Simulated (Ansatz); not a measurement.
AlHCl2 and related structures: several calculations on one system

## 1. Relaxation

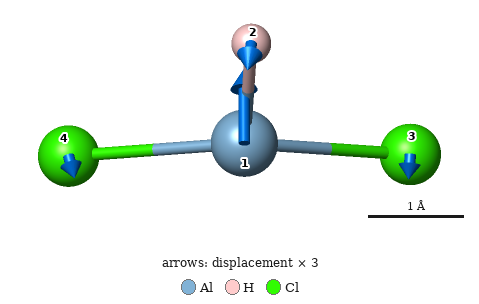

This is a relaxation of AlHCl$_{2}$. The starting structure is drawn; blue arrows show the displacements, magnified 3 times. The two geometries are superimposed by the best rigid fit.

Style: ball-and-stick. Shown from a free direction.

It is one of the separated reactants of a reaction.

These are results of RKS PBE0-D4/def2-TZVP (Ansatz), not measurements. (force threshold 0.005 eV/Å; at most 200 steps)

Which element moves most?

Aluminium: up to 0.29 Å, against 0.12 Å for hydrogen.

What happened in the run?

The atom that moves furthest after the best rigid fit is Al1 (0.29 Å). By element the largest moves are Al 0.29 Å, H 0.12 Å, Cl 0.09 Å. Near-neighbour distances that change, for instance: Al1–Cl4 2.124 → 2.082 Å, Al1–H2 1.596 → 1.563 Å, Al1–Cl3 2.111 → 2.082 Å. Among the angles between lasting bonds that change: H2–Al1–Cl3 114.8° → 120.9°, H2–Al1–Cl4 116.7° → 120.9°. The energy falls by 6.80 kcal/mol in 4 geometry steps. The largest force component goes from 1.3 to 0.0008 eV/Å. Cost: 5.5 s on 8 threads of Oxide Virtual Turin-like (shared host).

## 2. Relaxation

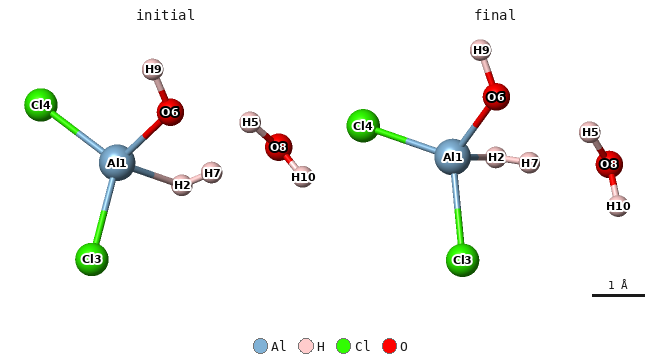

The structure of AlH₅O₂Cl₂ (started from a transition state, displaced along its imaginary mode) before (left) and after (right) a relaxation, at one scale.

Style: ball-and-stick. Shown at a tilt.

All numbers below come from RKS PBE0-D4/def2-TZVP (Ansatz 0.2.0). Set-up: force threshold 0.005 eV/Å; at most 200 steps.

Q: Describe what moved and what it gained.

A: The energy falls by 103.7 kJ/mol in 18 geometry steps. The largest force component goes from 7.3 to 0.0032 eV/Å. The largest moves after the best rigid fit, 0.79 Å, are those of H2 and Cl3. Largest moves by element: Cl 0.79 Å, H 0.79 Å, O 0.44 Å, Al 0.19 Å. Some distances before and after: Al1–H2 1.825 → 2.031 Å, O8–H10 0.838 → 0.961 Å, H2–H7 0.685 → 0.772 Å, Al1–Cl4 2.127 → 2.095 Å. Bond angles that change, for instance: Cl4–Al1–O6 113.4° → 118.2°, H5–O8–H10 108.7° → 105.7°, Al1–O6–H9 118.8° → 120.9°. Groups turn about Al1–O6 by about 35°. Cost: 45 s on 8 threads of Oxide Virtual Turin-like, on a shared host.

## 3. Reaction

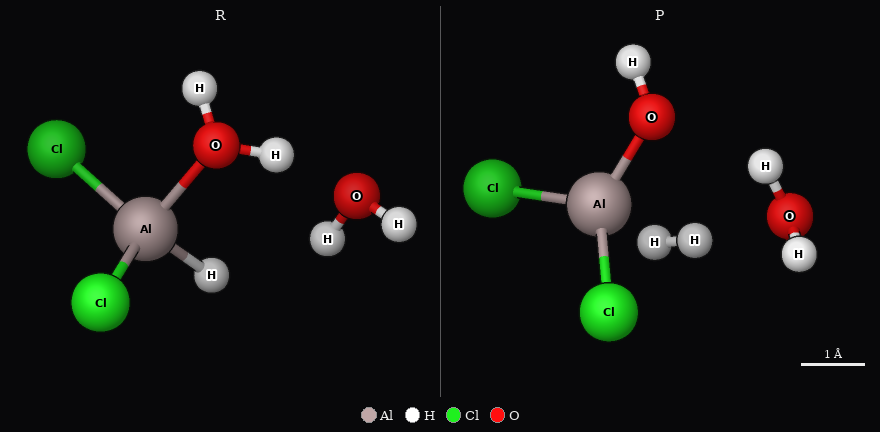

Reactant (R) and product (P) of one elementary step of AlH$_{5}$O$_{2}$Cl$_{2}$. Style: ball-and-stick. Shown face on.

Stationary points at PBE0-D4/def2-TZVP, single-point energies with CCSD(T)/CBS, CAM-B3LYP-D4, r2SCAN0-D4, B97M-V, BHLYP-D4, PBE-D4 (def2-TZVPP where no basis is named; Ansatz 0.2.0). The energies are electronic, without zero-point or thermal terms, and both ends are the minima reached downhill from the saddle, with any fragments still in contact. CCSD(T)/CBS stands for a frozen-core estimate: MP2 correlation extrapolated from def2-TZVPP and def2-QZVPP, CCSD(T) minus MP2 from the smaller set.

**What is the transition state like, and how high is the barrier?**

Counted by bonded pieces, R holds AlH₃Cl₂O + H₂O and P holds AlHCl₂O + H₂ + H₂O. From R over the saddle to P, bonds form: H–H (1.95 → 1.05 → 0.77 Å), H–O (1.60 → 1.06 → 0.97 Å). Bonds break: Al–H (1.60 → 1.71 → 2.03 Å), H–O (1.00 → 1.43 → 1.97 Å), H–O (0.97 → 1.19 → 2.04 Å). The saddle has one imaginary mode, 700i cm⁻¹. With CCSD(T)/CBS the barrier is 62.5 kJ/mol from R and 53.9 kJ/mol from P, and P lies 8.6 kJ/mol above R.

```tsv
level	barrier from R (kJ/mol)	barrier from P (kJ/mol)	P less R (kJ/mol)
CCSD(T)/CBS	62.5	53.9	8.6
CAM-B3LYP-D4	54.4	40.3	14.1
r2SCAN0-D4	50.4	37.7	12.7
B97M-V	58.0	38.4	19.6
BHLYP-D4	68.1	52.8	15.3
PBE-D4	35.7	25.5	10.2
```

Against CCSD(T)/CBS, B97M-V comes closest on the barrier from R (−4.5 kJ/mol) and PBE-D4 misses most (−26.8 kJ/mol).

The saddle point in the same view, with dashed sticks for the bonds that form or break:

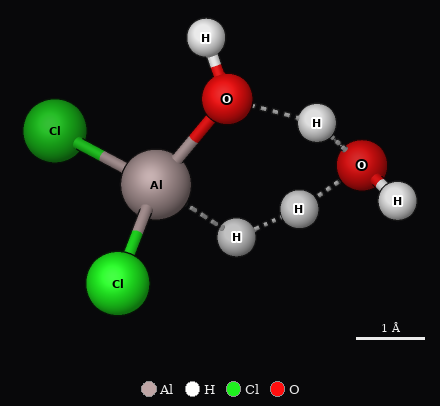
